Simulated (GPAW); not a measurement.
**NaF (Villiaumite): G0W0 with GPAW, start to end**

Wanted: ground state, empty states, screening and self-energy for NaF (Villiaumite).

Calculated with GPAW 26.7.0; PBE and many-body steps on it, plane waves.

The database entry behind the starting cell differs from later determinations by our own check (0.1 to 0.3 % short, probably kX units), so it need not match the best structure at ambient conditions.

## (1) The structure

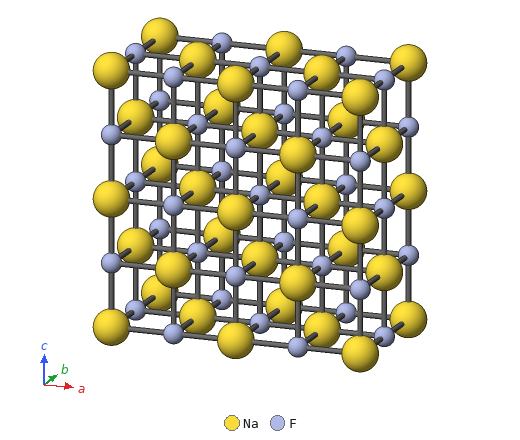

The starting structure, seen slightly off an axis (sodium yellow, fluorine light blue). 2×1×2 cells are drawn. This picture shows the conventional cell, with its axes. Some periodic images of atoms are drawn too.

Structure file:

```cif
data_structure
_symmetry_space_group_name_H-M 'Fm-3m'
_symmetry_Int_Tables_number 225
_cell_length_a 4.6200
_cell_length_b 4.6200
_cell_length_c 4.6200
_cell_angle_alpha 90.000
_cell_angle_beta 90.000
_cell_angle_gamma 90.000
_cell_volume 98.61
loop_
_atom_site_label
_atom_site_type_symbol
_atom_site_symmetry_multiplicity
_atom_site_Wyckoff_symbol
_atom_site_fract_x
_atom_site_fract_y
_atom_site_fract_z
_atom_site_occupancy
Na1 Na 4 a 0.00000 0.00000 0.00000 1
F1 F 4 b 0.50000 0.00000 0.00000 1
```

The cell and positions come from the Crystallography Open Database and are kept as given unless a step says otherwise.

## (2) Ground state

This step: GPAW 26.7.0; DFT, PBE, plane waves, PAW.

The ground-state density comes first.

Contents of run.py:

```python
import json
import numpy as np
from gpaw.mpi import world
from ase import Atoms
from gpaw import GPAW, PW, FermiDirac

atoms = Atoms(['Na', 'F'],
    cell=[[0.0000000000, 2.3100000000, 2.3100000000],
      [2.3100000000, 0.0000000000, 2.3100000000],
      [2.3100000000, 2.3100000000, 0.0000000000]],
    scaled_positions=[[0.0000000000, 0.0000000000, 0.0000000000],
      [0.5000000000, 0.5000000000, 0.5000000000]],
    pbc=(True, True, True))
calc = GPAW(mode=PW(600),
    xc='PBE',
    kpts={'size': (8, 8, 8), 'gamma': True},
    occupations=FermiDirac(0.001),
    nbands=-7,
    convergence={'density': 1e-6, 'bands': -3},
    maxiter=100,
    txt='gs.txt')
atoms.calc = calc
res = {'energy': atoms.get_potential_energy()}
kpts = calc.get_ibz_k_points()
res['kpts'] = kpts
res['eigenvalues'] = [calc.get_eigenvalues(kpt=k) for k in range(len(kpts))]
res['n_electrons'] = calc.get_number_of_electrons()
calc.write('gs.gpw')

if world.rank == 0:
    with open('result.json', 'w') as f:
        json.dump(res, f, default=lambda x: x.tolist())
```

Run with:

```
mpirun -n 4 gpaw python run.py
```

Output:

```text
__  _  _
 | _ |_)|_||  |
 |__||  | ||/\| - 26.7.0

Input parameters:
  mode=PW(ecut=600.0),
  convergence={'density': 1e-06, 'bands': -3},
  kpts=MonkhorstPack(size=(8, 8, 8), gamma=True),
  maxiter=100,
  nbands=-7,
  occupations=Occupations(name='fermi-dirac', width=0.001, fixmagmom=False),
  xc=XC(name='PBE')
  [... matrices ...]
Diagonalizing LCAO Hamiltonian
Converting LCAO to pw mode

               F

       Na

Atoms  # Å, Bohr magnetons
|   | symbol |        x |        y |        z |    initial magnetic moments |
| 0 |     Na | 0.000000 | 0.000000 | 0.000000 | ( 0.0000,  0.0000,  0.0000) |
| 1 |      F | 2.310000 | 2.310000 | 2.310000 | ( 0.0000,  0.0000,  0.0000) |

Unit cell  # Å
| periodic |        x |        y |        z |  lengths |    angles |
|      yes | 0.000000 | 2.310000 | 2.310000 | 3.266833 | 60.000000 |
|      yes | 2.310000 | 0.000000 | 2.310000 | 3.266833 | 60.000000 |
|      yes | 2.310000 | 2.310000 | 0.000000 | 3.266833 | 60.000000 |

Number of symmetries: 48
Symmetry operations  # r_c * U_cc + t_c -> r_c
|    | kind |            matrix            |
|  0 |  σ   |  1, 0, 0,  1, 0,-1,  1,-1, 0 |
|  1 |  C2  |  1, 0, 0,  1,-1, 0,  1, 0,-1 |
|  2 |  E   |  1, 0, 0,  0, 1, 0,  0, 0, 1 |
|  3 |  σ   |  1, 0, 0,  0, 0, 1,  0, 1, 0 |
|  4 |  C4  |  1, 0,-1,  1, 0, 0,  1,-1, 0 |
|  5 |  S6  |  1, 0,-1,  1,-1, 0,  1, 0, 0 |
|  6 |  σ   |  1, 0,-1,  0, 1,-1,  0, 0,-1 |
|  7 |  C3  |  1, 0,-1,  0, 0,-1,  0, 1,-1 |
|  8 |  S6  |  1,-1, 0,  1, 0, 0,  1, 0,-1 |
|  9 |  C4  |  1,-1, 0,  1, 0,-1,  1, 0, 0 |
| 10 |  C3  |  1,-1, 0,  0,-1, 1,  0,-1, 0 |
| 11 |  σ   |  1,-1, 0,  0,-1, 0,  0,-1, 1 |
| 12 |  σ   |  0, 1, 0,  1, 0, 0,  0, 0, 1 |
| 13 |  C4  |  0, 1, 0,  0, 1,-1, -1, 1, 0 |
| 14 |  C3  |  0, 1, 0,  0, 0, 1,  1, 0, 0 |
| 15 |  S6  |  0, 1, 0, -1, 1, 0,  0, 1,-1 |
| 16 |  C2  |  0, 1,-1,  1, 0,-1,  0, 0,-1 |
| 17 |  σ   |  0, 1,-1,  0, 1, 0, -1, 1, 0 |
| 18 |  S4  |  0, 1,-1,  0, 0,-1,  1, 0,-1 |
| 19 |  C4  |  0, 1,-1, -1, 1, 0,  0, 1, 0 |
| 20 |  C3  |  0, 0, 1,  1, 0, 0,  0, 1, 0 |
| 21 |  σ   |  0, 0, 1,  0, 1, 0,  1, 0, 0 |
| 22 |  S6  |  0, 0, 1,  0,-1, 1, -1, 0, 1 |
| 23 |  C4  |  0, 0, 1, -1, 0, 1,  0,-1, 1 |
| 24 |  S4  |  0, 0,-1,  1, 0,-1,  0, 1,-1 |
| 25 |  C3  |  0, 0,-1,  0, 1,-1,  1, 0,-1 |
| 26 |  C2  |  0, 0,-1,  0,-1, 0, -1, 0, 0 |
| 27 |  S6  |  0, 0,-1, -1, 0, 0,  0,-1, 0 |
| 28 |  S4  |  0,-1, 1,  1,-1, 0,  0,-1, 0 |
| 29 |  C4  |  0,-1, 1,  0, 0, 1, -1, 0, 1 |
| 30 |  C2  |  0,-1, 1,  0,-1, 0,  1,-1, 0 |
| 31 |  σ   |  0,-1, 1, -1, 0, 1,  0, 0, 1 |
| 32 |  C3  |  0,-1, 0,  1,-1, 0,  0,-1, 1 |
| 33 |  S6  |  0,-1, 0,  0, 0,-1, -1, 0, 0 |
| 34 |  S4  |  0,-1, 0,  0,-1, 1,  1,-1, 0 |
| 35 |  C2  |  0,-1, 0, -1, 0, 0,  0, 0,-1 |
| 36 |  C2  | -1, 1, 0,  0, 1, 0,  0, 1,-1 |
| 37 |  S6  | -1, 1, 0,  0, 1,-1,  0, 1, 0 |
| 38 |  S4  | -1, 1, 0, -1, 0, 1, -1, 0, 0 |
| 39 |  C3  | -1, 1, 0, -1, 0, 0, -1, 0, 1 |
| 40 |  S6  | -1, 0, 1,  0, 0, 1,  0,-1, 1 |
| 41 |  C2  | -1, 0, 1,  0,-1, 1,  0, 0, 1 |
| 42 |  C3  | -1, 0, 1, -1, 1, 0, -1, 0, 0 |
| 43 |  S4  | -1, 0, 1, -1, 0, 0, -1, 1, 0 |
| 44 |  C2  | -1, 0, 0,  0, 0,-1,  0,-1, 0 |
| 45 |  i   | -1, 0, 0,  0,-1, 0,  0, 0,-1 |
| 46 |  σ   | -1, 0, 0, -1, 1, 0, -1, 0, 1 |
| 47 |  C2  | -1, 0, 0, -1, 0, 1, -1, 1, 0 |

BZ-sampling:
  Number of BZ points: 512
  Number of IBZ points: 29

  Monkhorst-Pack size: [8, 8, 8]
  Monkhorst-Pack shift: [0.0625, 0.0625, 0.0625]

K-points  # in reciprocal-cell coordinates
|     |                                coordinates |     weight |
|   0 | (  0.00000000,   0.00000000,   0.00000000) | 0.00195312 |
|   1 | (  0.12500000,   0.12500000,   0.00000000) | 0.01171875 |
|   2 | (  0.12500000,   0.12500000,   0.12500000) | 0.01562500 |
|   3 | (  0.25000000,   0.12500000,   0.12500000) | 0.02343750 |
|   4 | (  0.25000000,   0.25000000,   0.00000000) | 0.01171875 |
|   5 | (  0.25000000,   0.25000000,   0.12500000) | 0.04687500 |
|   6 | (  0.25000000,   0.25000000,   0.25000000) | 0.01562500 |
|   7 | (  0.37500000,   0.25000000,  -0.37500000) | 0.04687500 |
|   8 | (  0.37500000,   0.25000000,   0.12500000) | 0.04687500 |
|   9 | (  0.37500000,   0.25000000,   0.25000000) | 0.04687500 |
| ... |                                            |            |
|  28 | (  0.50000000,   0.50000000,   0.50000000) | 0.00781250 |

Plane wave coefficients: 869
Cutoff: 600.0 eV

Spin-components: 1 (collinear spins)
Bands:           14
Projectors:      10
Spin-degeneracy: 2
Datatype:        complex128

  Storage: CPU
  Wave functions: 5_645_024 bytes (1_411_256 per core)
  Projectors: 8_467_536 bytes (2_116_884 per core)
  [... matrices ...]
Parallelization:
  kpt:    4
  domain: 1
  band:   1

Density:
  Valence electrons: 14.0
  Components: 1
  Grid points: [20 20 20]
  Charge: 0.0  # |e|

Potential:
  Grid points: [20 20 20]

species:
  Na:
    name:    Sodium
    Z:       11.0
    valence: 7
    core:    4
    charge:  0.0  # [|e|]
    compensation charges:
      type: gauss
      rc: 0.37  # [Å]
      lmax: 2
    cutoffs:
      filter: 2.17  # [Å]
      core: 2.59  # [Å]
    projectors
    | kind |    occ | energy [eV] | rcut [Å] |
    |   3s |  1.000 |      -2.744 |    1.201 |
    |   2p |  6.000 |     -28.672 |    1.217 |
    |   3p |  0.000 |      -0.743 |    1.217 |
    |    s |        |      24.468 |    1.201 |
    |    d |        |       0.000 |    1.238 |

    Using partial waves for Na as LCAO basis

  F:
    name:    Fluorine
    Z:       9.0
    valence: 7
    core:    2
    charge:  0.0  # [|e|]
    compensation charges:
      type: gauss
      rc: 0.20  # [Å]
      lmax: 2
    cutoffs:
      filter: 1.14  # [Å]
      core: 0.74  # [Å]
    projectors
    | kind |    occ | energy [eV] | rcut [Å] |
    |   2s |  2.000 |     -29.898 |    0.635 |
    |   2p |  5.000 |     -11.110 |    0.635 |
    |    s |        |      -2.687 |    0.635 |
    |    p |        |      16.102 |    0.635 |
    |    d |        |       0.000 |    0.635 |

    Using partial waves for F as LCAO basis

Reference energy: -7132.691283  # eV

eigensolver:
  PPCG
  Converge bands: -3
  niter=2

density mixing:
  MSR1-Mixer
  Pratt-step length: 0.05
  Maximum mixing coefficient: 0.75
  Old densities: 10
  SVD Regularization: 0.005
  Good broyden scale: 1.0
  Trust region scale: 1.0
  Backstep threshold: 4.0
  History deletion threshold: 6.0
  Fourier metric: weight=20.0, sigma=0.015

occupation numbers:
  Fermi-Dirac:
    width: 0.0010  # eV

poisson solver:
  ecut: 4800.0  # eV

xc functional:
  name: PBE with 2 nearest neighbor stencil

Initialization done in: 2.549 s

convergence criteria:
- Maximum integral of absolute [dens]ity change: 1e-06 electrons / valence electron
- Maximum [total energy] change in last 3 cyles: 0.0005 eV / valence electron
- Maximum integral of absolute [eigenst]ate change: 4e-08 eV^2 / valence electron
maximum number of iterations: 100

SCF iterations
|iter     |     time |      energy | eigst |  dens |
|iter:   1|  |   -8.930711 | +2.01 |       |
|iter:   2|  |   -8.809559 | +0.10 | -1.17 |
|iter:   3|  |   -8.478538 | -0.95 | -1.21 |
|iter:   4|  |   -8.484272 | -3.17 | -1.61 |
|iter:   5|  |   -8.489804 | -3.02 | -1.89 |
|iter:   6|  |   -8.489897c| -4.92 | -2.94 |
|iter:   7|  |   -8.489934c| -5.33 | -3.30 |
|iter:   8|  |   -8.489935c| -6.92 | -4.21 |
|iter:   9|  |   -8.489935c| -8.16c| -4.99 |
|iter:  10|  |   -8.489935c| -8.56c| -5.45 |
|iter:  11|  |   -8.489935c| -9.90c| -6.80c|

Converged in 11 steps
SCF loop duration: 2.300 s (0.209 s/step)
Energy contributions relative to reference atoms: (reference = -7132.691283)
  [... matrices ...]
Energy contributions:
  Kinetic:          12.978191
  Coulomb:         -12.140281
  Zero:              0.176702
  External:          0.000000
  Xc:               -9.504547
  Entropy:          -0.000000
  Spinorbit:         0.000000
  ----------------------------
  Free energy:      -8.489935
  Extrapolated:     -8.489935

dipole moment: (-4.298762, -4.298762, -4.298762)  # |e|*Ang

Fermi level: 0.245
Eigenvalues  # (at kpt = [0.000, 0.000, 0.000])
| band index |      eig [eV] | occ [0-2] |
|          0 |       -20.897 |     2.000 |
|          1 |       -20.568 |     2.000 |
|          2 |       -20.568 |     2.000 |
|          3 |       -20.568 |     2.000 |
|          4 |        -1.694 |     2.000 |
|          5 |        -1.693 |     2.000 |
|          6 |        -1.693 |     2.000 |
|          7 |         4.685 |     0.000 |
|          8 |        17.389 |     0.000 |
|          9 |        17.389 |     0.000 |
|         10 |        17.389 |     0.000 |
|         11 |        20.271 |     0.000 |
|         12 |        22.467 |     0.000 |
|         13 |        22.467 |     0.000 |

Gap: 6.378 eV
Transition (v -> c):
  (s=0, k=0, n=6, [0.00, 0.00, 0.00]) -> (s=0, k=0, n=7, [0.00, 0.00, 0.00])
No difference between direct/indirect transitions
# Writing to gs.gpw (mode='')
  [... matrices ...]
```

It took 7 s on 4 MPI ranks of Intel Xeon Platinum 8259CL at 2.50GHz (Skylake/Cascade Lake), shared host; peak memory 0.64 GiB; 27 s of CPU time.

Numbers from this step:

| Item | Value |
| --- | --- |
| total energy | -8.490 eV |
| gap | 6.378 eV |
| k of the valence top | 0, 0, 0 |
| k of the conduction bottom | 0, 0, 0 |
| least direct gap | 6.378 eV |

The gap is direct, at Γ.

## (3) Bands along the symmetry lines

Levels along a band path, at the cheap level, show where the edges lie and whether the meshes to come will hold them.

Contents of run.py:

```python
import json
import numpy as np
from gpaw.mpi import world
from gpaw import GPAW

path = [[0.000000, 0.000000, 0.000000],
    [0.062500, 0.000000, 0.062500],
    [0.125000, 0.000000, 0.125000],
    [0.187500, 0.000000, 0.187500],
    [0.250000, 0.000000, 0.250000],
    [0.312500, 0.000000, 0.312500],
    [0.375000, 0.000000, 0.375000],
    [0.437500, 0.000000, 0.437500],
    [0.500000, 0.000000, 0.500000],
    [0.515625, 0.031250, 0.515625],
    [0.531250, 0.062500, 0.531250],
    [0.546875, 0.093750, 0.546875],
    [0.562500, 0.125000, 0.562500],
    [0.578125, 0.156250, 0.578125],
    [0.593750, 0.187500, 0.593750],
    [0.609375, 0.218750, 0.609375],
    [0.625000, 0.250000, 0.625000],
    [0.375000, 0.375000, 0.750000],
    [0.328125, 0.328125, 0.656250],
    [0.281250, 0.281250, 0.562500],
    [0.234375, 0.234375, 0.468750],
    [0.187500, 0.187500, 0.375000],
    [0.140625, 0.140625, 0.281250],
    [0.093750, 0.093750, 0.187500],
    [0.046875, 0.046875, 0.093750],
    [0.000000, 0.000000, 0.000000],
    [0.062500, 0.062500, 0.062500],
    [0.125000, 0.125000, 0.125000],
    [0.187500, 0.187500, 0.187500],
    [0.250000, 0.250000, 0.250000],
    [0.312500, 0.312500, 0.312500],
    [0.375000, 0.375000, 0.375000],
    [0.437500, 0.437500, 0.437500],
    [0.500000, 0.500000, 0.500000],
    [0.500000, 0.468750, 0.531250],
    [0.500000, 0.437500, 0.562500],
    [0.500000, 0.406250, 0.593750],
    [0.500000, 0.375000, 0.625000],
    [0.500000, 0.343750, 0.656250],
    [0.500000, 0.312500, 0.687500],
    [0.500000, 0.281250, 0.718750],
    [0.500000, 0.250000, 0.750000],
    [0.500000, 0.218750, 0.718750],
    [0.500000, 0.187500, 0.687500],
    [0.500000, 0.156250, 0.656250],
    [0.500000, 0.125000, 0.625000],
    [0.500000, 0.093750, 0.593750],
    [0.500000, 0.062500, 0.562500],
    [0.500000, 0.031250, 0.531250],
    [0.500000, 0.000000, 0.500000]]
calc = GPAW('gs.gpw').fixed_density(kpts=path,
    symmetry='off',
    nbands=17,
    convergence={'bands': 13},
    txt='bands.txt')
res = {}
kpts = calc.get_ibz_k_points()
res['kpts'] = kpts
res['eigenvalues'] = [calc.get_eigenvalues(kpt=k) for k in range(len(kpts))]
res['n_electrons'] = calc.get_number_of_electrons()

if world.rank == 0:
    with open('result.json', 'w') as f:
        json.dump(res, f, default=lambda x: x.tolist())
```

Run with:

```
mpirun -n 4 gpaw python run.py
```

Output:

```text
Diagonalizing LCAO Hamiltonian
Converting LCAO to pw mode
convergence criteria:
- Maximum integral of absolute [eigenst]ate change: 4e-08 eV^2 / valence electron
maximum number of iterations: 100

SCF iterations
|iter     |     time |      energy | eigst |  dens |
|iter:   1|  |             | +2.37 |       |
|iter:   2|  |             | +0.86 |       |
|iter:   3|  |             | -1.03 |       |
|iter:   4|  |             | -3.02 |       |
|iter:   5|  |             | -5.05 |       |
|iter:   6|  |             | -6.66 |       |
|iter:   7|  |             | -8.05c|       |
SCF steps: 7
  __  _  _
 | _ |_)|_||  |
 |__||  | ||/\| - 26.7.0

Input parameters:
  mode=PW(ecut=600.0),
  convergence={'bands': 13},
  gpts=array([20, 20, 20]),
  kpts=KPoints(kpts=array([[0.      , 0.      , 0.      ],
         [0.0625  , 0.      , 0.0625  ],
         [0.125   , 0.      , 0.125   ],
         [0.1875  , 0.      , 0.1875  ],
[...]
[0.515625, 0.03125 , 0.515625],
[...]
[0.546875, 0.09375 , 0.546875],
[...]
[0.578125, 0.15625 , 0.578125],
[...]
[0.609375, 0.21875 , 0.609375],
[...]
[0.328125, 0.328125, 0.65625 ],
[...]
[0.234375, 0.234375, 0.46875 ],
[...]
[0.140625, 0.140625, 0.28125 ],
[...]
[0.046875, 0.046875, 0.09375 ],
[...]
[0.5     , 0.0625  , 0.5625  ],
         [0.5     , 0.03125 , 0.53125 ],
         [0.5     , 0.      , 0.5     ]])),
  maxiter=100,
  nbands=17,
  occupations=Occupations(name='fermi-dirac', width=0.001, fixmagmom=False),
  parallel={},
  symmetry=Symmetry(point_group=False, time_reversal=False),
  xc=XC(name='PBE')
```

It took 6.6 s on 4 MPI ranks; peak memory 0.67 GiB; 26 s of CPU time.

This step gave:

```yaml
gap: 6.378 eV
k_of_the_valence_top: 0, 0, 0
k_of_the_conduction_bottom: 0, 0, 0
least_direct_gap: 6.378 eV
```

The gap is 6.378 eV, as in the run before at this level.

The electronic bands at the labelled points (eV, zero at the top of the highest filled band; v1 is the highest filled band, c1 the lowest empty one):

```
    point      v4     v3     v2     v1     c1     c2     c3     c4
        Γ  -18.87   0.00   0.00   0.00   6.38  19.08  19.08  19.08
        X  -18.93  -1.28  -0.41  -0.41  13.28  13.37  13.73  20.02
        U  -18.46  -1.06  -0.84  -0.37  12.93  13.35  14.85  19.53
jump to K  -18.46  -1.06  -0.84  -0.37  12.93  13.35  14.85  19.53
        Γ  -18.87   0.00   0.00   0.00   6.38  19.08  19.08  19.08
        L  -18.13  -1.61  -0.26  -0.26  10.87  12.59  20.34  20.34
        W  -18.44  -0.88  -0.88  -0.58  13.33  13.33  15.35  17.04
        X  -18.93  -1.28  -0.41  -0.41  13.28  13.37  13.73  20.02
```

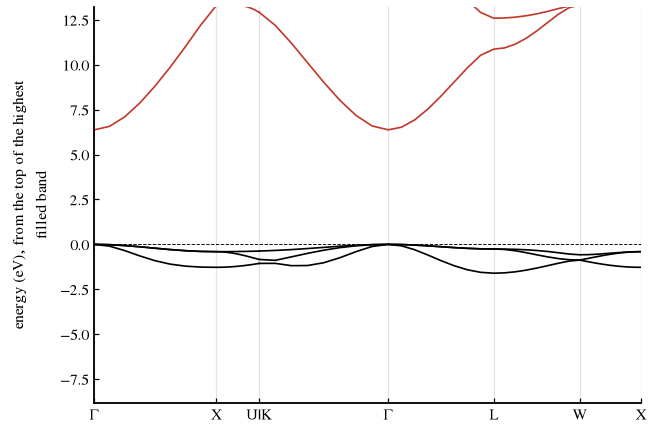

Electronic bands along the path; lines of filled and empty bands in two colours.

## (4) Empty states on the mesh, 6×6×6 mesh, 376 bands

The sums over transitions need many empty states on a uniform mesh; this step solves for them.

Contents of run.py:

```python
import json
import numpy as np
from gpaw.mpi import world
from gpaw import GPAW

calc = GPAW('gs.gpw').fixed_density(kpts={'size': (6, 6, 6), 'gamma': True},
    parallel={'domain': 1, 'band': 1},
    txt='nscf.txt')
calc.diagonalize_full_hamiltonian(nbands=376)
calc.write('full.gpw', mode='all')
res = {}
kpts = calc.get_ibz_k_points()
res['kpts'] = kpts
res['eigenvalues'] = [calc.get_eigenvalues(kpt=k) for k in range(len(kpts))]
res['n_electrons'] = calc.get_number_of_electrons()

if world.rank == 0:
    with open('result.json', 'w') as f:
        json.dump(res, f, default=lambda x: x.tolist())
```

Run with:

```
mpirun -n 4 gpaw python run.py
```

Output:

```text
Diagonalizing LCAO Hamiltonian
Converting LCAO to pw mode
convergence criteria:
- Maximum integral of absolute [eigenst]ate change: 4e-08 eV^2 / valence electron
maximum number of iterations: 100

SCF iterations
|iter     |     time |      energy | eigst |  dens |
|iter:   1|  |             | +1.95 |       |
|iter:   2|  |             | +0.39 |       |
|iter:   3|  |             | -0.96 |       |
|iter:   4|  |             | -3.37 |       |
|iter:   5|  |             | -5.34 |       |
|iter:   6|  |             | -7.04 |       |
|iter:   7|  |             | -8.22c|       |
SCF steps: 7
  __  _  _
 | _ |_)|_||  |
 |__||  | ||/\| - 26.7.0

Input parameters:
  mode=PW(ecut=600.0),
  convergence={'density': 1e-06, 'bands': -3},
  gpts=array([20, 20, 20]),
  kpts=MonkhorstPack(size=(6, 6, 6), gamma=True),
  maxiter=100,
  nbands=14,
  occupations=Occupations(name='fermi-dirac', width=0.001, fixmagmom=False),
  parallel={'domain': 1, 'band': 1},
  xc=XC(name='PBE')
Matrix size: 869x869
# Writing to full.gpw (mode='all')
  [... matrices ...]

timing:  # [seconds]
  Total: 3.143  # ━━━━━━━━━━━━━━━━━━━━━━━━━━━━━━━━━━━━━━━━━━━━━━━━━━━━━━━━━━━
```

Wall time 8.5 s (4 MPI ranks); peak memory 0.98 GiB.

Numbers from this step:

```yaml
gap: 6.378 eV
k_of_the_valence_top: 0, 0, 0
k_of_the_conduction_bottom: 0, 0, 0
least_direct_gap: 6.378 eV
k_points_computed: 16
lowest_point_of_the_top_converged_band_above_the_valence_top: 345.1271 eV
```

On this mesh the gap is 6.378 eV.

[end of part 1 of 2]

[Paths, hosts, dates, memory and timing lines, banners, echoed tables and standing remarks are left out of the program output.]

[Logs are printed without paths, hosts, clocks, repeated set-up lines and the standing remarks that a program may print on its own settings, such as how far it seeks lower states.]

[Runs of the session that timed out or met a known fault of the program may be left out.]

[Hosts, paths, dates, database ids (printed as entryN), source tags and the programs' standing remarks are cut or masked in the printed files.]
